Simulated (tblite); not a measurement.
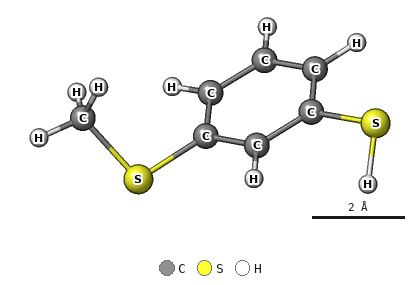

**Figure 1.** The structure as given in the input (ball-and-stick view, seen at a tilt). Bond lengths as drawn: C–C 1.39 to 1.41 Å, C–H 1.08 to 1.09 Å, C–S 1.77 to 1.81 Å and H–S 1.35 Å.

# Run report: C$_{7}$H$_{8}$S$_{2}$, geometry relaxation

System: C$_{7}$H$_{8}$S$_{2}$, SMILES CSc1cccc(S)c1.
Method: GFN2-xTB geometry optimisation, gas phase (tblite 0.8.0).

## Input
```
{"job": {"xc": "GFN2-xTB", "basis": "xTB", "kind": "relax"}, "charge": 0, "multiplicity": 1}
C      3.019300    -0.584400    -0.269000
S      1.772300    -1.341400     0.808700
C      0.359800    -0.359600     0.410300
C      0.351100     1.039500     0.565200
C     -0.782100     1.778600     0.258400
C     -1.929700     1.141800    -0.232700
C     -1.943500    -0.243100    -0.384100
S     -3.405000    -1.040400    -0.990700
C     -0.799700    -0.995100    -0.060800
H      2.658800    -0.585100    -1.300500
H      3.936200    -1.158200    -0.214200
H      3.219600     0.441200     0.044800
H      1.222600     1.544600     0.975300
H     -0.770700     2.859100     0.376500
H     -2.804400     1.745300    -0.477000
H     -3.303000    -2.161600    -0.249800
H     -0.808500    -2.069200    -0.181300
```

The first line tells a small driver script what to run in tblite; the rest is the geometry in Å.

Machine: 1 CPU thread, shared host.

Launch command:
```bash
OMP_NUM_THREADS=1 python <driver script> task.json out
```

## The program's output
```
step      E/eV     max force
  0    -694.78290    1.341
  1    -694.82258    0.356
  2    -694.83327    0.217
  3    -694.83973    0.210
  4    -694.84388    0.156
  5    -694.84661    0.131
  6    -694.84895    0.142
  7    -694.85184    0.156
  8    -694.85451    0.126
  9    -694.85636    0.105
 10    -694.85764    0.118
 11    -694.85917    0.128
 12    -694.86161    0.132
 13    -694.86487    0.164
 14    -694.86831    0.178
 15    -694.87231    0.165
 16    -694.87688    0.222
 17    -694.88213    0.235
 18    -694.88692    0.170
 19    -694.88869    0.321
 20    -694.89080    0.147
 21    -694.89251    0.091
 22    -694.89379    0.095
 23    -694.89485    0.096
 24    -694.89556    0.058
 25    -694.89620    0.061
 26    -694.89688    0.076
 27    -694.89782    0.083
 28    -694.89883    0.077
 29    -694.89977    0.070
 30    -694.90067    0.071
 31    -694.90151    0.079
 32    -694.90218    0.071
 33    -694.90271    0.056
 34    -694.90311    0.039
 35    -694.90311    0.039
 36    -694.90327    0.035
 37    -694.90373    0.029
 38    -694.90383    0.030
 39    -694.90425    0.039
 40    -694.90448    0.042
 41    -694.90473    0.040
 42    -694.90490    0.035
 43    -694.90506    0.027
 44    -694.90524    0.032
 45    -694.90542    0.036
 46    -694.90560    0.038
 47    -694.90579    0.037
 48    -694.90602    0.045
 49    -694.90633    0.048
 50    -694.90669    0.058
 51    -694.90704    0.061
 52    -694.90738    0.049
 53    -694.90780    0.056
 54    -694.90842    0.061
 55    -694.90925    0.080
 56    -694.91014    0.081
 57    -694.91105    0.077
 58    -694.91216    0.085
 59    -694.91335    0.084
 60    -694.91455    0.094
 61    -694.91566    0.097
 62    -694.91678    0.072
 63    -694.91736    0.165
 64    -694.91881    0.095
 65    -694.91975    0.086
 66    -694.92192    0.107
 67    -694.92332    0.134
 68    -694.92605    0.159
 69    -694.92928    0.115
 70    -694.93038    0.134
 71    -694.93265    0.126
 72    -694.93571    0.113
 73    -694.93739    0.081
 74    -694.93837    0.088
 75    -694.93918    0.065
 76    -694.93993    0.068
 77    -694.94080    0.064
 78    -694.94162    0.076
 79    -694.94248    0.085
 80    -694.94332    0.081
 81    -694.94443    0.082
 82    -694.94577    0.089
 83    -694.94736    0.083
 84    -694.94860    0.069
 85    -694.94930    0.067
 86    -694.94949    0.044
 87    -694.94980    0.055
 88    -694.94998    0.053
 89    -694.95025    0.046
 90    -694.95039    0.037
 91    -694.95060    0.038
 92    -694.95080    0.044
 93    -694.95106    0.039
 94    -694.95130    0.040
 95    -694.95155    0.036
 96    -694.95179    0.033
 97    -694.95203    0.033
 98    -694.95230    0.033
 99    -694.95255    0.030
100    -694.95273    0.029
101    -694.95287    0.036
102    -694.95299    0.033
103    -694.95312    0.030
104    -694.95325    0.026
105    -694.95336    0.024
106    -694.95346    0.023
107    -694.95357    0.027
108    -694.95371    0.033
109    -694.95390    0.039
110    -694.95414    0.047
111    -694.95440    0.044
112    -694.95468    0.036
113    -694.95495    0.039
114    -694.95520    0.032
115    -694.95541    0.033
116    -694.95565    0.039
117    -694.95593    0.039
118    -694.95617    0.031
119    -694.95635    0.030
120    -694.95650    0.028
121    -694.95663    0.026
122    -694.95677    0.032
123    -694.95693    0.033
124    -694.95709    0.031
125    -694.95725    0.033
126    -694.95739    0.029
127    -694.95753    0.035
128    -694.95769    0.029
129    -694.95793    0.037
130    -694.95814    0.030
131    -694.95829    0.038
132    -694.95840    0.023
133    -694.95849    0.018
134    -694.95858    0.018
135    -694.95863    0.021
136    -694.95866    0.012
137    -694.95868    0.010
138    -694.95870    0.009
139    -694.95871    0.008
140    -694.95872    0.008
141    -694.95873    0.008
142    -694.95874    0.008
143    -694.95875    0.009
144    -694.95876    0.008
145    -694.95877    0.012
146    -694.95878    0.012
147    -694.95880    0.009
148    -694.95881    0.010
149    -694.95883    0.011
150    -694.95886    0.011
151    -694.95888    0.012
152    -694.95890    0.009
153    -694.95891    0.005
154    -694.95891    0.004
```

## Trajectory as extended XYZ (Å, eV, eV/Å), 12 frames, from step=0 to step=154
```
17
Properties=species:S:1:pos:R:3:forces:R:3 step=0 energy=-694.78290
C     3.0193   -0.5844   -0.2690    0.0210   0.4760  -0.3500
S     1.7723   -1.3414    0.8087    0.1430  -0.2620   0.0940
C     0.3598   -0.3596    0.4103   -1.1030   0.6600  -0.3830
C     0.3511    1.0395    0.5652    0.0280  -0.3590   0.1370
C    -0.7821    1.7786    0.2584   -0.1870  -0.4720  -0.3400
C    -1.9297    1.1418   -0.2327    0.3010   0.3050   0.1350
C    -1.9435   -0.2431   -0.3841    0.7510   0.0250   0.4240
S    -3.4050   -1.0404   -0.9907   -0.0790  -0.1700   0.1730
C    -0.7997   -0.9951   -0.0608    0.0520   0.5950   0.0690
H     2.6588   -0.5851   -1.3005   -0.0030  -0.0350   0.1760
H     3.9362   -1.1582   -0.2142   -0.0510  -0.1550   0.1560
H     3.2196    0.4412    0.0448   -0.0370  -0.1230   0.0040
H     1.2226    1.5446    0.9753   -0.1540  -0.1620  -0.1520
H    -0.7707    2.8591    0.3765   -0.0390  -0.2900   0.0050
H    -2.8044    1.7453   -0.4770    0.2370  -0.3320   0.0440
H    -3.3030   -2.1616   -0.2498    0.0870   0.2440  -0.2220
H    -0.8085   -2.0692   -0.1813    0.0320   0.0540   0.0290
17
Properties=species:S:1:pos:R:3:forces:R:3 step=14 energy=-694.86831
C     2.9986   -0.5600   -0.2715    0.0080   0.0400  -0.0100
S     1.7420   -1.3514    0.7861    0.0630   0.0330  -0.0710
C     0.3211   -0.3498    0.3994    0.0940  -0.0250  -0.0290
C     0.3537    1.0286    0.5546    0.0420  -0.0560   0.0320
C    -0.7644    1.7766    0.2371   -0.0070  -0.0580  -0.0770
C    -1.9058    1.1472   -0.2173   -0.0480  -0.0390  -0.1060
C    -1.9373   -0.2349   -0.3497   -0.0600  -0.0840   0.1450
S    -3.4534   -0.9819   -0.8733   -0.0180  -0.1100   0.0200
C    -0.8202   -0.9974   -0.0467    0.0550   0.0540   0.0350
H     2.6623   -0.5505   -1.3049   -0.0420  -0.0860   0.0380
H     3.8913   -1.1691   -0.1709   -0.0020   0.0270  -0.0170
H     3.1998    0.4555    0.0549    0.0030  -0.0180   0.0900
H     1.2407    1.5087    0.9338    0.0490   0.0210   0.0110
H    -0.7532    2.8486    0.3499    0.0240   0.0370   0.0120
H    -2.7860    1.7071   -0.4812   -0.0780   0.1190   0.0240
H    -3.1909   -2.1908   -0.3718    0.0080   0.0420  -0.1000
H    -0.8054   -2.0745   -0.1492   -0.0910   0.1020   0.0030
17
Properties=species:S:1:pos:R:3:forces:R:3 step=28 energy=-694.89883
C     2.9963   -0.5488   -0.2516    0.0170   0.0140  -0.0240
S     1.7277   -1.3934    0.7394   -0.0030   0.0330   0.0270
C     0.3218   -0.3630    0.3873   -0.0220  -0.0180   0.0110
C     0.3741    1.0179    0.5098   -0.0010  -0.0060   0.0040
C    -0.7445    1.7708    0.1973    0.0220  -0.0080   0.0190
C    -1.9204    1.1588   -0.1941   -0.0060   0.0250   0.0040
C    -1.9815   -0.2280   -0.2619   -0.0090   0.0040  -0.0390
S    -3.5082   -0.9963   -0.7120    0.0000   0.0740  -0.0230
C    -0.8549   -0.9890    0.0082   -0.0460  -0.0080   0.0150
H     2.6631   -0.5184   -1.2836    0.0270  -0.0020  -0.0510
H     3.8996   -1.1419   -0.1624    0.0100  -0.0260  -0.0090
H     3.1773    0.4548    0.1168   -0.0020   0.0130   0.0630
H     1.2717    1.5026    0.8596    0.0250   0.0060  -0.0430
H    -0.6993    2.8469    0.2739   -0.0150  -0.0060  -0.0070
H    -2.7896    1.7475   -0.4424   -0.0260  -0.0130   0.0270
H    -3.0546   -2.2434   -0.6334   -0.0110  -0.0510  -0.0020
H    -0.8856   -2.0649   -0.0717    0.0370  -0.0290   0.0290
17
Properties=species:S:1:pos:R:3:forces:R:3 step=42 energy=-694.90490
C     3.0072   -0.5434   -0.2456    0.0040   0.0030   0.0020
S     1.7269   -1.3907    0.7323    0.0210   0.0040  -0.0130
C     0.3181   -0.3650    0.3837    0.0130   0.0130   0.0040
C     0.3802    1.0173    0.4852   -0.0240   0.0040   0.0010
C    -0.7454    1.7687    0.1953   -0.0140   0.0050   0.0090
C    -1.9268    1.1562   -0.1785   -0.0100  -0.0110  -0.0030
C    -1.9879   -0.2310   -0.2528    0.0070  -0.0070  -0.0050
S    -3.5126   -0.9873   -0.7275   -0.0180   0.0070  -0.0020
C    -0.8649   -0.9937    0.0266    0.0120  -0.0060  -0.0040
H     2.6837   -0.4912   -1.2810    0.0110  -0.0030   0.0050
H     3.9012   -1.1524   -0.1601   -0.0030   0.0020  -0.0100
H     3.1981    0.4506    0.1454    0.0080  -0.0140   0.0310
H     1.2903    1.5041    0.8001   -0.0120  -0.0050  -0.0240
H    -0.7048    2.8450    0.2717    0.0100  -0.0040  -0.0110
H    -2.8032    1.7415   -0.4106    0.0010  -0.0030   0.0120
H    -3.0762   -2.2451   -0.6716    0.0040   0.0230   0.0080
H    -0.8907   -2.0715   -0.0334   -0.0090  -0.0060   0.0000
17
Properties=species:S:1:pos:R:3:forces:R:3 step=56 energy=-694.91014
C     3.0538   -0.5355   -0.2071   -0.0150   0.0290  -0.0060
S     1.7261   -1.4016    0.6828   -0.0760  -0.0160   0.0020
C     0.3196   -0.3683    0.3382   -0.0440  -0.0100  -0.0030
C     0.3804    1.0164    0.4183   -0.0190  -0.0220   0.0230
C    -0.7599    1.7641    0.1734    0.0070  -0.0020   0.0090
C    -1.9511    1.1485   -0.1603    0.0200  -0.0030   0.0190
C    -2.0050   -0.2385   -0.2410    0.0040   0.0100  -0.0190
S    -3.5433   -0.9702   -0.7174    0.0540  -0.0200   0.0570
C    -0.8759   -1.0008    0.0189   -0.0120   0.0140  -0.0650
H     2.7383   -0.3773   -1.2334    0.0300   0.0080  -0.0250
H     3.9154   -1.1952   -0.1720   -0.0220   0.0140  -0.0140
H     3.2927    0.4085    0.2713    0.0060   0.0020   0.0380
H     1.3018    1.5105    0.6864   -0.0230  -0.0140  -0.0130
H    -0.7199    2.8400    0.2555    0.0150   0.0000  -0.0290
H    -2.8453    1.7217   -0.3566    0.0640   0.0220   0.0060
H    -3.1276   -2.2307   -0.6356   -0.0030  -0.0460  -0.0030
H    -0.9072   -2.0796   -0.0423    0.0150   0.0340   0.0250
17
Properties=species:S:1:pos:R:3:forces:R:3 step=70 energy=-694.93038
C     3.1175   -0.5047   -0.1114   -0.0270  -0.0020   0.0420
S     1.6848   -1.4572    0.4750   -0.0260  -0.1190  -0.0570
C     0.3023   -0.3834    0.2106    0.0510  -0.0370  -0.0140
C     0.3842    0.9985    0.2742    0.0330  -0.0150  -0.0090
C    -0.7628    1.7498    0.0959   -0.0090   0.0360  -0.0020
C    -1.9815    1.1485   -0.1443   -0.0230  -0.0180   0.0480
C    -2.0571   -0.2382   -0.2146    0.0160  -0.0340   0.0370
S    -3.6194   -0.9983   -0.5395    0.0120   0.0120   0.0010
C    -0.9173   -1.0028   -0.0326    0.0400  -0.0200  -0.0510
H     2.8974   -0.0370   -1.0636   -0.0830  -0.0140  -0.0690
H     3.9138   -1.2346   -0.2295   -0.0050   0.0680   0.0250
H     3.3948    0.2405    0.6244    0.0760   0.0490   0.0740
H     1.3215    1.4911    0.4687    0.0720   0.0070   0.0120
H    -0.7049    2.8240    0.1549    0.0060   0.0900  -0.0040
H    -2.8695    1.7473   -0.2589   -0.0690  -0.0120  -0.0630
H    -3.1636   -2.2507   -0.5408   -0.0220   0.0240   0.0070
H    -0.9471   -2.0806   -0.0893   -0.0430  -0.0140   0.0220
17
Properties=species:S:1:pos:R:3:forces:R:3 step=84 energy=-694.94860
C     3.1280   -0.4596   -0.0309   -0.0120   0.0250  -0.0110
S     1.6823   -1.5235    0.2381    0.0040  -0.0350   0.0290
C     0.3080   -0.4211    0.1115    0.0010   0.0000  -0.0570
C     0.4061    0.9610    0.1710    0.0060   0.0180  -0.0290
C    -0.7386    1.7306    0.0392   -0.0010   0.0070   0.0440
C    -1.9754    1.1418   -0.1325    0.0000   0.0150  -0.0110
C    -2.0692   -0.2454   -0.1769   -0.0030   0.0080  -0.0380
S    -3.6648   -0.9699   -0.4041    0.0240  -0.0650  -0.0050
C    -0.9323   -1.0248   -0.0654   -0.0190  -0.0060   0.0560
H     2.9383    0.1928   -0.8777    0.0340  -0.0070  -0.0110
H     3.9451   -1.1379   -0.2576    0.0170   0.0300   0.0120
H     3.3589    0.1125    0.8641   -0.0310  -0.0120  -0.0110
H     1.3575    1.4462    0.3128    0.0240   0.0060   0.0220
H    -0.6583    2.8067    0.0818   -0.0110  -0.0080  -0.0120
H    -2.8685    1.7375   -0.2390    0.0160   0.0210   0.0180
H    -3.2387   -2.2332   -0.4500   -0.0290   0.0460   0.0130
H    -0.9855   -2.1017   -0.1051   -0.0180  -0.0420  -0.0120
17
Properties=species:S:1:pos:R:3:forces:R:3 step=98 energy=-694.95230
C     3.1181   -0.4469   -0.0356   -0.0040   0.0010  -0.0220
S     1.6882   -1.5367    0.2155   -0.0070  -0.0150   0.0120
C     0.3100   -0.4362    0.1007   -0.0140   0.0190  -0.0020
C     0.4154    0.9460    0.1717   -0.0060   0.0120  -0.0160
C    -0.7258    1.7219    0.0465   -0.0020   0.0020   0.0100
C    -1.9656    1.1420   -0.1362    0.0060   0.0010   0.0140
C    -2.0677   -0.2449   -0.1876    0.0000   0.0070   0.0110
S    -3.6665   -0.9639   -0.4207    0.0270   0.0090   0.0100
C    -0.9358   -1.0319   -0.0678   -0.0080  -0.0050   0.0000
H     2.9418    0.1783   -0.9053    0.0210   0.0040  -0.0160
H     3.9641   -1.1033   -0.2171   -0.0150   0.0090   0.0280
H     3.2972    0.1535    0.8514    0.0100  -0.0030   0.0110
H     1.3682    1.4259    0.3283   -0.0170  -0.0060  -0.0140
H    -0.6427    2.7979    0.0941    0.0030  -0.0160   0.0080
H    -2.8522    1.7495   -0.2311    0.0070  -0.0140  -0.0130
H    -3.2532   -2.2300   -0.4254   -0.0040   0.0070   0.0050
H    -1.0005   -2.1093   -0.1024    0.0050  -0.0120  -0.0240
17
Properties=species:S:1:pos:R:3:forces:R:3 step=112 energy=-694.95468
C     3.1263   -0.4404   -0.0217   -0.0150  -0.0060  -0.0010
S     1.6906   -1.5377    0.1686    0.0010   0.0140  -0.0110
C     0.3087   -0.4392    0.0709    0.0120  -0.0190  -0.0230
C     0.4160    0.9421    0.1494   -0.0090  -0.0170  -0.0150
C    -0.7270    1.7181    0.0494    0.0080   0.0120  -0.0130
C    -1.9689    1.1400   -0.1183    0.0080   0.0000  -0.0130
C    -2.0708   -0.2459   -0.1825    0.0010  -0.0060   0.0000
S    -3.6747   -0.9557   -0.3925   -0.0270  -0.0030  -0.0040
C    -0.9381   -1.0357   -0.0929    0.0060   0.0070   0.0030
H     3.0023    0.1723   -0.9100   -0.0040  -0.0080   0.0090
H     3.9808   -1.0988   -0.1455   -0.0030   0.0090   0.0240
H     3.2553    0.1722    0.8669    0.0030  -0.0240  -0.0170
H     1.3739    1.4182    0.2829   -0.0280   0.0120   0.0110
H    -0.6447    2.7926    0.1008    0.0160   0.0310   0.0100
H    -2.8555    1.7481   -0.2073   -0.0020  -0.0120   0.0230
H    -3.2763   -2.2258   -0.3829    0.0120  -0.0060  -0.0010
H    -1.0049   -2.1123   -0.1560    0.0200   0.0150   0.0180
17
Properties=species:S:1:pos:R:3:forces:R:3 step=126 energy=-694.95739
C     3.1344   -0.4407    0.0218    0.0090   0.0150   0.0020
S     1.6914   -1.5410    0.0189    0.0010   0.0060  -0.0100
C     0.3133   -0.4370   -0.0229   -0.0100   0.0070   0.0120
C     0.4190    0.9433    0.0690   -0.0040   0.0090   0.0130
C    -0.7280    1.7193    0.0241   -0.0020  -0.0010   0.0010
C    -1.9744    1.1386   -0.0948   -0.0060   0.0020  -0.0050
C    -2.0760   -0.2470   -0.1724   -0.0050   0.0020   0.0020
S    -3.6903   -0.9562   -0.3029    0.0050  -0.0070  -0.0090
C    -0.9383   -1.0332   -0.1452   -0.0100  -0.0070   0.0070
H     3.1112    0.2065   -0.8502   -0.0140  -0.0120  -0.0030
H     3.9969   -1.0974   -0.0309    0.0160  -0.0010   0.0100
H     3.1667    0.1378    0.9411   -0.0050  -0.0210  -0.0040
H     1.3767    1.4228    0.1849    0.0050   0.0100  -0.0270
H    -0.6415    2.7940    0.0869   -0.0070  -0.0090   0.0080
H    -2.8694    1.7400   -0.1252    0.0100   0.0120   0.0030
H    -3.2968   -2.2286   -0.3091    0.0190   0.0110  -0.0040
H    -1.0017   -2.1089   -0.2138   -0.0020  -0.0150   0.0050
17
Properties=species:S:1:pos:R:3:forces:R:3 step=140 energy=-694.95872
C     3.1353   -0.4465    0.0463   -0.0050   0.0000  -0.0020
S     1.6909   -1.5379   -0.0774    0.0020   0.0000  -0.0010
C     0.3138   -0.4313   -0.0682   -0.0010   0.0000   0.0020
C     0.4194    0.9492    0.0211    0.0020   0.0030   0.0010
C    -0.7308    1.7217    0.0163   -0.0010   0.0000  -0.0020
C    -1.9790    1.1397   -0.0738   -0.0010  -0.0010   0.0000
C    -2.0791   -0.2455   -0.1591   -0.0010  -0.0020   0.0010
S    -3.6896   -0.9651   -0.2675   -0.0010  -0.0020   0.0030
C    -0.9396   -1.0294   -0.1580   -0.0010  -0.0020   0.0020
H     3.1694    0.2232   -0.8080    0.0000   0.0000  -0.0010
H     3.9986   -1.1045    0.0328    0.0020  -0.0010   0.0030
H     3.1055    0.1041    0.9819    0.0020   0.0030   0.0010
H     1.3790    1.4333    0.0946    0.0080   0.0020  -0.0010
H    -0.6467    2.7959    0.0851    0.0030   0.0020  -0.0010
H    -2.8735    1.7424   -0.0782   -0.0010  -0.0010   0.0030
H    -3.2786   -2.2315   -0.2826   -0.0020   0.0000  -0.0070
H    -1.0019   -2.1056   -0.2260   -0.0030  -0.0030   0.0010
17
Properties=species:S:1:pos:R:3:forces:R:3 step=154 energy=-694.95891
C     3.1352   -0.4461    0.0442    0.0030  -0.0010   0.0000
S     1.6905   -1.5380   -0.0699    0.0010   0.0020   0.0000
C     0.3133   -0.4314   -0.0633    0.0010   0.0000   0.0010
C     0.4196    0.9495    0.0209    0.0010  -0.0010  -0.0020
C    -0.7308    1.7218    0.0170    0.0020  -0.0020   0.0010
C    -1.9791    1.1394   -0.0691    0.0020   0.0010   0.0020
C    -2.0797   -0.2460   -0.1529    0.0020   0.0010  -0.0010
S    -3.6902   -0.9654   -0.2628   -0.0020   0.0020   0.0010
C    -0.9401   -1.0301   -0.1501    0.0000   0.0010   0.0010
H     3.1705    0.2155   -0.8165   -0.0020   0.0000   0.0020
H     3.9983   -1.1048    0.0373   -0.0020   0.0010   0.0010
H     3.1062    0.1133    0.9747    0.0000   0.0000  -0.0020
H     1.3802    1.4329    0.0891   -0.0030   0.0020   0.0010
H    -0.6462    2.7964    0.0826    0.0000  -0.0030   0.0000
H    -2.8736    1.7422   -0.0718   -0.0010  -0.0030  -0.0010
H    -3.2786   -2.2305   -0.3160    0.0010   0.0000   0.0000
H    -1.0024   -2.1067   -0.2141   -0.0030   0.0010  -0.0010
```

## Summary

| quantity | value |
| --- | --- |
| outcome | converged |
| total energy | −694.9589 eV |
| wall time | 0.92 s |
| peak memory | 0.2 GiB |
